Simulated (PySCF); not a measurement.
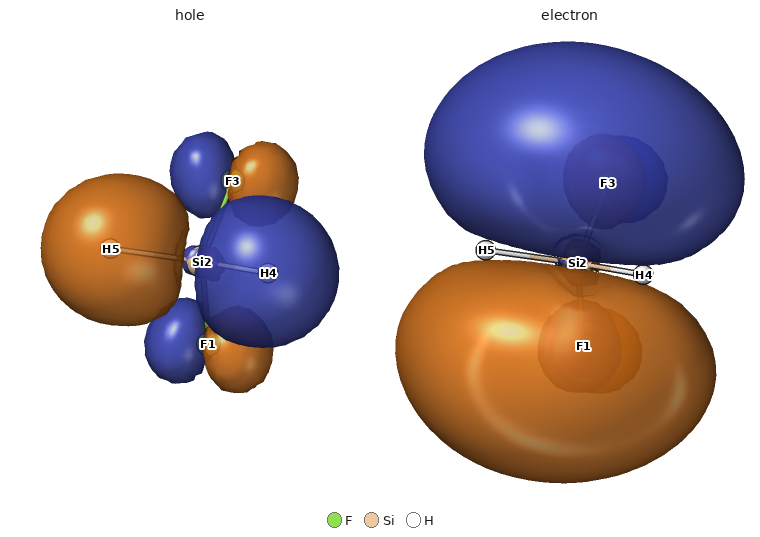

F$_{2}$H$_{2}$Si, SMILES `F[SiH2]F`. Leading natural transition orbital pair of S₁ (TDA singlet states); the surfaces enclose about 85 % of each orbital's density.

PySCF calculation, CAM-B3LYP/6-311+G**, gas phase; geometry: GFN2-xTB. No frequency check shows the geometry to be a minimum.

Geometry (Å), atoms numbered from 1:

```
F1       1.2472    0.5091    0.0003
Si2      0.0000   -0.4835    0.0000
F3      -1.2472    0.5091   -0.0003
H4      -0.0024   -1.1972    1.2539
H5       0.0024   -1.1972   -1.2539
```

### Where does the state lie, and where do hole and electron sit?

8.45 eV (147 nm), f = 0.000 (dark), partly diffuse acceptor orbital; the leading pair carries 100 %; hole on Si2 (31 %), H4 and H5 (23 % each) and F1 and F3 (12 % each), electron on Si2 (64 %), H4 and H5 (10 % each) and F1 and F3 (8 % each) (atom shares of so diffuse an orbital are rough); their centroids lie 0.3 Å apart. In canonical orbitals it is mainly HOMO → LUMO (91 %). The HOMO–LUMO gap is 12.19 eV.
